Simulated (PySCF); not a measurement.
# C6H9Cl: a tour of settings

Aim: see how C6H9Cl (`Cl[C@@]12CCC[C@@H]1C2`) answers to the choice of functional, basis, grid and SCF options, and what happens with inputs that are wrong on purpose.

Computed with PySCF 2.14.0, with density-fitted response routines of our own, on a single molecule in the gas phase. Atoms are numbered from 0 throughout.

**1. The molecule as given**

16 atoms, charge 0, multiplicity 1; geometry from: GFN2-xTB.

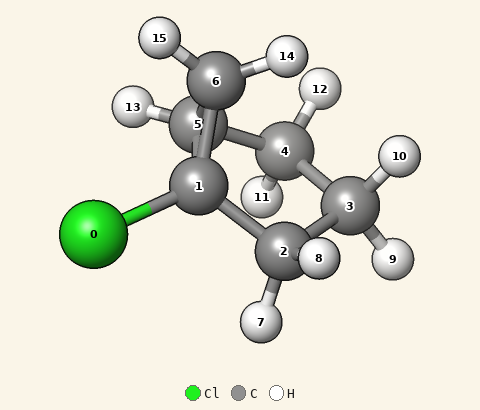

As it starts; chlorine green, carbon grey, hydrogen white, atoms numbered.

**2. NMR shieldings: HCTH407/pcSseg-1**

What the job is given:

```
{"job": {"kind": "nmr", "xc": "HCTH407", "basis": "pcSseg-1", "pop": false}, "charge": 0, "multiplicity": 1}
Cl    -1.659640    -1.940744    -1.289924
C     -0.721482    -0.828656    -0.306195
C      0.758451    -1.120951    -0.196104
C      1.373080     0.213987     0.250562
C      0.437433     1.310572    -0.283170
C     -0.923893     0.654579    -0.362321
C     -1.386524    -0.130218     0.837084
H      1.135010    -1.413827    -1.177680
H      0.970364    -1.927806     0.506307
H      2.388152     0.332006    -0.124391
H      1.414888     0.257644     1.338508
H      0.741348     1.621590    -1.284017
H      0.438346     2.190076     0.361400
H     -1.667065     1.103451    -1.003845
H     -0.855101    -0.043958     1.771891
H     -2.450965    -0.268803     0.950484
```

Method: GIAO HCTH407/pcSseg-1 NMR shielding, non-relativistic, gas phase.

The run is started by

```console
OMP_NUM_THREADS=1 python probes_run.py task.json out
```

The driver reads the jobs from task.json and runs them one after another.

The log of the run:

```text
coarse grid: 13720 points
cycle   1  E = -694.1334253845  dE =  7.566e-01  |g| = 5.294e-01  |ddm| = 3.707e+00
cycle   2  E = -694.0424068235  dE =  9.102e-02  |g| = 8.058e-01  |ddm| = 1.391e+00
cycle   3  E = -694.2109578390  dE = -1.686e-01  |g| = 1.059e-01  |ddm| = 9.281e-01
cycle   4  E = -694.2134750337  dE = -2.517e-03  |g| = 2.871e-02  |ddm| = 1.728e-01
cycle   5  E = -694.2136365442  dE = -1.615e-04  |g| = 1.161e-02  |ddm| = 3.874e-02
cycle   6  E = -694.2136663198  dE = -2.978e-05  |g| = 3.611e-03  |ddm| = 1.601e-02
cycle   7  E = -694.2136693546  dE = -3.035e-06  |g| = 9.183e-04  |ddm| = 5.021e-03
final grid: 127344 points
cycle   8  E = -694.2428829668  dE = -1.683e-04  |g| = 8.945e-03  |ddm| = 7.465e-02
cycle   9  E = -694.2428640939  dE =  1.887e-05  |g| = 1.200e-02  |ddm| = 2.214e-02
cycle  10  E = -694.2428995621  dE = -3.547e-05  |g| = 2.300e-03  |ddm| = 1.421e-02
cycle  11  E = -694.2429006140  dE = -1.052e-06  |g| = 6.880e-04  |ddm| = 3.422e-03
cycle  12  E = -694.2429007245  dE = -1.105e-07  |g| = 1.835e-04  |ddm| = 8.392e-04
cycle  13  E = -694.2429007323  dE = -7.741e-09  |g| = 4.307e-05  |ddm| = 2.578e-04
cycle  14  E = -694.2429007328  dE = -4.861e-10  |g| = 1.106e-05  |ddm| = 6.805e-05
converged SCF energy = -694.2429007328

GIAO shielding tensors (ppm)
atom      isotropic    diamagn.    paramagn.     s11        s22        s33       span
  0 Cl     773.176    1147.639    -374.462    536.853    695.847   1086.829    549.976
  1 C      126.703     248.295    -121.592     85.494    103.518    191.098    105.604
  2 C      142.371     243.962    -101.591    113.410    145.107    168.597     55.187
  3 C      156.877     247.532     -90.656    129.698    165.929    175.003     45.305
  4 C      151.302     244.999     -93.697    126.960    159.189    167.757     40.797
  5 C      151.388     250.039     -98.650    108.861    153.037    192.267     83.407
  6 C      164.418     251.497     -87.078    139.312    164.663    189.280     49.968
  7 H       29.491      29.590      -0.098     24.419     28.828     35.226     10.807
  8 H       29.472      28.932       0.540     25.478     27.693     35.245      9.768
  9 H       29.958      29.073       0.885     25.295     27.232     37.348     12.053
 10 H       30.355      30.757      -0.402     26.622     27.170     37.274     10.652
 11 H       29.528      29.781      -0.253     24.954     27.096     36.535     11.581
 12 H       29.941      29.084       0.857     25.370     27.162     37.292     11.922
 13 H       30.170      31.596      -1.427     24.114     28.317     38.077     13.963
 14 H       31.025      31.718      -0.692     24.563     30.698     37.815     13.251
 15 H       30.751      30.628       0.123     25.300     27.914     39.040     13.740
```

Run time: 25 s. Hardware: 1 thread of Arm Neoverse V2, shared host; peak memory 0.66 GiB.

Shifts follow as δ = σ(reference) − σ, with reference shieldings (ppm) from runs at the same level and on the same kind of geometry: 1H TMS 31.67, 13C TMS 183.6. The references are single molecules in the gas phase.

| atoms | environment | σ (ppm) | δ (ppm) |
| --- | --- | --- | --- |
| C1 | three-membered-ring carbon bearing a halogen | 126.7 | 56.9 |
| C2 | sp3 CH2 in a ring | 142.4 | 41.3 |
| C4 | sp3 CH2 in a ring | 151.3 | 32.3 |
| C5 | three-membered-ring carbon | 151.4 | 32.2 |
| C3 | sp3 CH2 in a ring | 156.9 | 26.8 |
| C6 | three-membered-ring carbon | 164.4 | 19.2 |
| H8 | hydrogen on an sp3 CH2 in a ring | 29.47 | 2.20 |
| H7 | hydrogen on an sp3 CH2 in a ring | 29.49 | 2.18 |
| H11 | hydrogen on an sp3 CH2 in a ring | 29.53 | 2.14 |
| H12 | hydrogen on an sp3 CH2 in a ring | 29.94 | 1.73 |
| H9 | hydrogen on an sp3 CH2 in a ring | 29.96 | 1.71 |
| H13 | hydrogen on a three-membered-ring carbon | 30.17 | 1.50 |
| H10 | hydrogen on an sp3 CH2 in a ring | 30.36 | 1.31 |
| H15 | hydrogen on a three-membered-ring carbon | 30.75 | 0.92 |
| H14 | hydrogen on a three-membered-ring carbon | 31.03 | 0.64 |
| Cl0 | chlorine bonded to C | 773 | – |

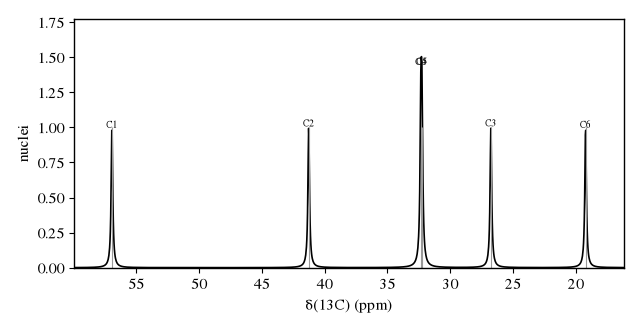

13C lines at the computed shifts, without couplings. Lines are broadened to a width of 0.15 ppm (Lorentzian).

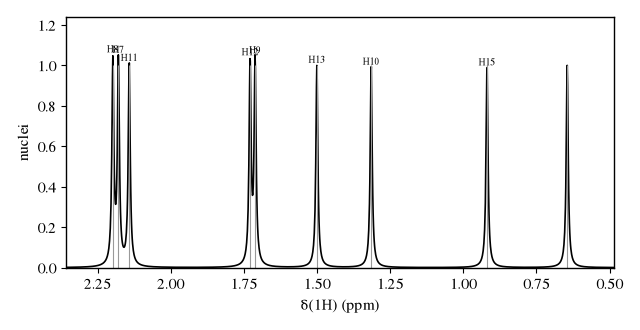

1H lines at the computed shifts, without couplings. Lines are broadened to a width of 0.01 ppm (Lorentzian).

Ring of atoms C1, C2, C3, C4, C5: NICS(0) -9.0, NICS(1) -4.7, NICS(1)zz -3.4 ppm (means of both faces; NICS(1) differs between them: -2.3 and -7.1). The ring holds saturated atoms, so no π current runs round it: these values come from its σ bonds, any local π bonds and neighbouring rings, and say nothing of aromaticity.

Ring of atoms C1, C5, C6: NICS(0) -43.5, NICS(1) -8.3, NICS(1)zz -21.3 ppm (means of both faces; NICS(1) differs between them: -9.6 and -7.0). The ring holds saturated atoms, so no π current runs round it: these values come from its σ bonds, any local π bonds and neighbouring rings, and say nothing of aromaticity.

The two faces differ (NICS(1)zz -23.9 and -18.6 ppm, in the same order).

In rings of three or four atoms NICS is ruled by the nearby σ bonds, so it says little on aromaticity.

**3. Shielding tensors: PBE0/pcSseg-1**

The job, as its differences from that of step 2:

```diff
@@ -1,2 +1,2 @@
-{"job": {"kind": "nmr", "xc": "HCTH407", "basis": "pcSseg-1", "pop": false}, "charge": 0, "multiplicity": 1}
+{"job": {"kind": "nmr", "xc": "PBE0", "basis": "pcSseg-1", "pop": false, "scf": {"damp": 0.1}, "grid": 4}, "charge": 0, "multiplicity": 1}
 Cl    -1.659640    -1.940744    -1.289924
```

Method: GIAO PBE0/pcSseg-1 NMR shielding, non-relativistic, gas phase.

The log of the run:

```text
damping 0.10 in the first 6 cycles
final grid: 341712 points
cycle   1  E = -693.7164002508  dE =  1.067e+00  |g| = 3.568e-01  |ddm| = 3.632e+00
cycle   2  E = -693.7264980058  dE = -1.010e-02  |g| = 3.249e-01  |ddm| = 5.983e-01
cycle   3  E = -693.7261558407  dE =  3.422e-04  |g| = 3.282e-01  |ddm| = 5.590e-01
cycle   4  E = -693.7228507410  dE =  3.305e-03  |g| = 3.478e-01  |ddm| = 6.020e-01
cycle   5  E = -693.7180794073  dE =  4.771e-03  |g| = 3.747e-01  |ddm| = 6.643e-01
cycle   6  E = -693.6906673556  dE =  2.741e-02  |g| = 5.060e-01  |ddm| = 8.238e-01
cycle   7  E = -693.6423426099  dE =  4.832e-02  |g| = 6.733e-01  |ddm| = 1.106e+00
cycle   8  E = -693.7514613847  dE = -1.091e-01  |g| = 2.976e-02  |ddm| = 6.370e-01
cycle   9  E = -693.7516315560  dE = -1.702e-04  |g| = 1.439e-02  |ddm| = 4.834e-02
cycle  10  E = -693.7516806503  dE = -4.909e-05  |g| = 2.683e-03  |ddm| = 1.603e-02
cycle  11  E = -693.7516821787  dE = -1.528e-06  |g| = 5.280e-04  |ddm| = 2.991e-03
cycle  12  E = -693.7516822424  dE = -6.373e-08  |g| = 1.238e-04  |ddm| = 6.886e-04
cycle  13  E = -693.7516822458  dE = -3.375e-09  |g| = 3.316e-05  |ddm| = 1.749e-04
cycle  14  E = -693.7516822460  dE = -2.633e-10  |g| = 9.197e-06  |ddm| = 4.028e-05
converged SCF energy = -693.7516822460

GIAO shielding tensors (ppm)
atom      isotropic    diamagn.    paramagn.     s11        s22        s33       span
  0 Cl     799.119    1146.266    -347.147    571.474    736.644   1089.240    517.766
  1 C      132.755     248.491    -115.736     90.707    110.409    197.147    106.440
  2 C      147.009     243.431     -96.421    116.927    150.559    173.542     56.615
  3 C      162.157     247.590     -85.433    134.390    172.176    179.905     45.515
  4 C      156.476     244.444     -87.967    131.644    164.883    172.902     41.259
  5 C      155.701     250.637     -94.936    111.218    158.993    196.892     85.674
  6 C      167.802     251.520     -83.718    141.804    168.382    193.221     51.417
  7 H       29.607      29.416       0.191     24.279     28.791     35.750     11.471
  8 H       29.542      28.754       0.787     25.252     27.571     35.802     10.550
  9 H       30.042      29.067       0.975     25.099     27.028     37.998     12.900
 10 H       30.492      30.353       0.139     26.565     27.069     37.842     11.277
 11 H       29.657      29.634       0.023     24.875     27.022     37.075     12.200
 12 H       30.063      28.989       1.075     25.255     27.017     37.917     12.661
 13 H       30.254      31.433      -1.179     23.946     28.085     38.732     14.786
 14 H       31.081      31.154      -0.073     24.437     30.461     38.344     13.907
 15 H       30.777      30.856      -0.079     25.077     27.598     39.657     14.581
```

Wall time 40 s (1 thread of Arm Neoverse V2, shared host); peak memory 0.78 GiB.

This run: δ C1 54.2, C2 39.9, C5 31.2, C4 30.4, H8 2.18, H7 2.11 ppm.

**4. Shielding tensors: PBE00/pcSseg-1**

The job, as its differences from that of step 3:

```diff
@@ -1,2 +1,2 @@
-{"job": {"kind": "nmr", "xc": "PBE0", "basis": "pcSseg-1", "pop": false, "scf": {"damp": 0.1}, "grid": 4}, "charge": 0, "multiplicity": 1}
+{"job": {"kind": "nmr", "xc": "PBE00", "basis": "pcSseg-1", "pop": false, "scf": {"max_cycle": 8}}, "charge": 0, "multiplicity": 1}
 Cl    -1.659640    -1.940744    -1.289924
```

Level: PBE00/pcSseg-1.

The log of the run:

```text
KeyError: "LibXCFunctional: name 'PBE00' not found."
```

It took 0.18 s on 1 thread of Arm Neoverse V2, shared host.

Why it failed: No functional is called PBE00: the name is misspelt. Cure: type the name correctly.

**5. NMR shieldings: PBE0/pcSseg-1**

The job, as its differences from that of step 4:

```diff
@@ -1,2 +1,2 @@
-{"job": {"kind": "nmr", "xc": "PBE00", "basis": "pcSseg-1", "pop": false, "scf": {"max_cycle": 8}}, "charge": 0, "multiplicity": 1}
+{"job": {"kind": "nmr", "xc": "PBE0", "basis": "pcSseg-1", "pop": false}, "charge": 0, "multiplicity": 1}
 Cl    -1.659640    -1.940744    -1.289924
```

Level: GIAO PBE0/pcSseg-1 NMR shielding, non-relativistic, gas phase.

The log of the run:

```text
coarse grid: 13720 points
cycle   1  E = -693.6725813734  dE =  1.066e+00  |g| = 3.633e-01  |ddm| = 3.632e+00
cycle   2  E = -693.6699198098  dE =  2.662e-03  |g| = 4.030e-01  |ddm| = 6.763e-01
cycle   3  E = -693.7085552790  dE = -3.864e-02  |g| = 4.432e-02  |ddm| = 3.722e-01
cycle   4  E = -693.7089613641  dE = -4.061e-04  |g| = 1.970e-02  |ddm| = 8.212e-02
cycle   5  E = -693.7090462107  dE = -8.485e-05  |g| = 4.479e-03  |ddm| = 2.505e-02
cycle   6  E = -693.7090501012  dE = -3.890e-06  |g| = 2.021e-03  |ddm| = 6.956e-03
final grid: 127344 points
cycle   7  E = -693.7516417978  dE = -6.099e-05  |g| = 1.025e-02  |ddm| = 4.664e-02
cycle   8  E = -693.7516194801  dE =  2.232e-05  |g| = 1.400e-02  |ddm| = 2.515e-02
cycle   9  E = -693.7516683586  dE = -4.888e-05  |g| = 1.287e-03  |ddm| = 1.565e-02
cycle  10  E = -693.7516686707  dE = -3.121e-07  |g| = 3.733e-04  |ddm| = 1.623e-03
cycle  11  E = -693.7516687017  dE = -3.097e-08  |g| = 8.373e-05  |ddm| = 4.020e-04
cycle  12  E = -693.7516687032  dE = -1.549e-09  |g| = 2.297e-05  |ddm| = 1.318e-04
cycle  13  E = -693.7516687033  dE = -1.257e-10  |g| = 4.727e-06  |ddm| = 2.908e-05
converged SCF energy = -693.7516687033

GIAO shielding tensors (ppm)
atom      isotropic    diamagn.    paramagn.     s11        s22        s33       span
  0 Cl     799.121    1146.266    -347.145    571.474    736.647   1089.242    517.768
  1 C      132.754     248.491    -115.738     90.706    110.409    197.146    106.439
  2 C      147.009     243.430     -96.421    116.927    150.558    173.542     56.615
  3 C      162.156     247.592     -85.436    134.389    172.172    179.906     45.516
  4 C      156.474     244.440     -87.967    131.643    164.878    172.900     41.258
  5 C      155.700     250.636     -94.936    111.216    158.993    196.892     85.677
  6 C      167.801     251.519     -83.718    141.801    168.381    193.221     51.420
  7 H       29.607      29.416       0.191     24.279     28.791     35.750     11.471
  8 H       29.542      28.755       0.787     25.252     27.571     35.802     10.551
  9 H       30.042      29.067       0.975     25.099     27.028     37.999     12.900
 10 H       30.492      30.353       0.139     26.565     27.069     37.842     11.277
 11 H       29.657      29.634       0.023     24.875     27.022     37.075     12.200
 12 H       30.063      28.988       1.075     25.256     27.017     37.917     12.661
 13 H       30.254      31.433      -1.179     23.946     28.085     38.732     14.786
 14 H       31.081      31.154      -0.073     24.437     30.461     38.344     13.907
 15 H       30.777      30.856      -0.079     25.077     27.598     39.657     14.581
```

It took 16 s on 1 thread of Arm Neoverse V2, shared host; peak memory 0.8 GiB.

This run: δ C1 54.2, C2 39.9, C5 31.2, C4 30.5, H8 2.18, H7 2.11 ppm.

**6. TDDFT and polarisability: BHandHLYP/def2-SVPD**

What the job is given:

```
{"job": {"kind": "uv", "xc": "BHandHLYP", "basis": "def2-SVPD", "nstates": 1, "ntriplets": 5, "tda": false, "scf": {"max_cycle": 61}}, "charge": 0, "multiplicity": 1}
Cl    -1.709429    -1.998966    -1.328622
C     -0.743126    -0.853516    -0.315381
C      0.781205    -1.154580    -0.201987
C      1.414272     0.220407     0.258079
C      0.450556     1.349889    -0.291665
C     -0.951610     0.674216    -0.373191
C     -1.428120    -0.134125     0.862197
H      1.169060    -1.456242    -1.213010
H      0.999475    -1.985640     0.521496
H      2.459797     0.341966    -0.128123
H      1.457335     0.265373     1.378663
H      0.763588     1.670238    -1.322538
H      0.451496     2.255778     0.372242
H     -1.717077     1.136555    -1.033960
H     -0.880754    -0.045277     1.825048
H     -2.524494    -0.276867     0.978999
```

Level: TDDFT BHandHLYP/def2-SVPD, vertical, gas phase, core orbitals frozen in the response.

The log of the run:

```text
final grid: 127344 points
cycle   1  E = -693.7355216354  dE =  7.211e-01  |g| = 3.251e-01  |ddm| = 6.368e+00
cycle   2  E = -693.7534929720  dE = -1.797e-02  |g| = 2.767e-01  |ddm| = 1.209e+00
cycle   3  E = -693.7709734757  dE = -1.748e-02  |g| = 6.128e-02  |ddm| = 6.484e-01
cycle   4  E = -693.7719208482  dE = -9.474e-04  |g| = 2.326e-02  |ddm| = 1.968e-01
cycle   5  E = -693.7720647162  dE = -1.439e-04  |g| = 2.702e-03  |ddm| = 6.533e-02
cycle   6  E = -693.7720666382  dE = -1.922e-06  |g| = 1.386e-03  |ddm| = 1.002e-02
cycle   7  E = -693.7720671778  dE = -5.397e-07  |g| = 1.997e-04  |ddm| = 3.361e-03
cycle   8  E = -693.7720671932  dE = -1.539e-08  |g| = 8.199e-05  |ddm| = 7.632e-04
cycle   9  E = -693.7720671953  dE = -2.091e-09  |g| = 2.795e-05  |ddm| = 2.706e-04
cycle  10  E = -693.7720671956  dE = -2.401e-10  |g| = 4.776e-06  |ddm| = 9.333e-05
converged SCF energy = -693.7720671956

Static polarisability (au): isotropic 82.156, principal 73.343 78.784 94.342

Singlet excitations
state   eV       nm        f      main configurations
  1   6.6918    185.3   0.00091   H->L+1 0.57, H->L 0.20

Triplet excitations (Tamm-Dancoff, eV): 6.0564 6.6661 7.6261 7.8391 8.0052
```

Run time: 25 s. Hardware: 1 thread of Arm Neoverse V2, shared host; peak memory 0.85 GiB.

All coordinates were scaled by 1.03, so these values belong to a distorted geometry and are kept out of the summary. Its HOMO lies at -8.69 eV, against -6.32 eV in step 2 (HCTH407/pcSseg-1), a different level, so the two don't compare directly.

**7. Results**

```
                                 quantity                                                     value
13C shifts against TMS (HCTH407/pcSseg-1)                    56.9, 41.3, 32.3, 32.2, 26.8, 19.2 ppm
 1H shifts against TMS (HCTH407/pcSseg-1)  2.20, 2.18, 2.14, 1.73, 1.71, 1.50, 1.31, 0.92, 0.64 ppm
      shieldings of Cl (HCTH407/pcSseg-1)                                             Cl0 773.2 ppm
            property runs in this session           5, of which 1 failed and 1 gave unsound results
```

**Reading.** Single values in the summary come from the first sound run of each kind (HCTH407/pcSseg-1), which need not be the best level. The most deshielded carbon is C1 (three-membered-ring carbon bearing a halogen), at 56.9 ppm: deshielded by the electronegative neighbour. At HCTH407/pcSseg-1: The largest span, 550 ppm, is at Cl0, where the paramagnetic term is -374 ppm.
